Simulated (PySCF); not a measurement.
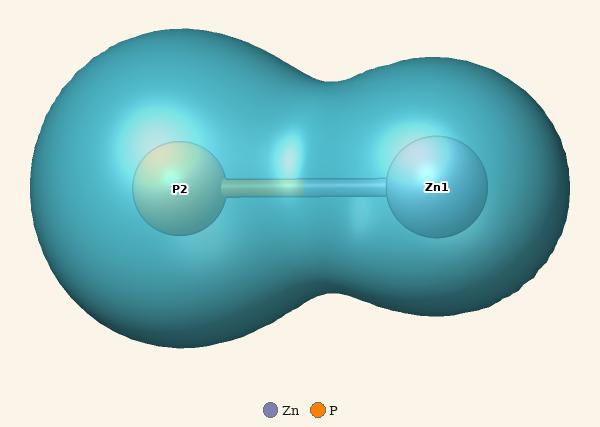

The picture shows: ZnP (charge −1, triplet). Isosurface of the electron density at 0.2 e/Å³ (cyan), seen from one side.

These are results of PySCF 2.14.0, PBE0/def2-SVPD, non-relativistic Hamiltonian with scalar-relativistic core potentials where named, at a bond length of 2.258 Å, not measurements.

Question: Which contacts does the surface bridge?

Answer: At this value the surface is in one piece. It bridges the sampled Zn–P (2.26 Å) contact, where the density stays above the isovalue. On the grid the lowest density along these lines, outside the cores, is 0.5 e/Å³ (Zn–P, 2.26 Å).
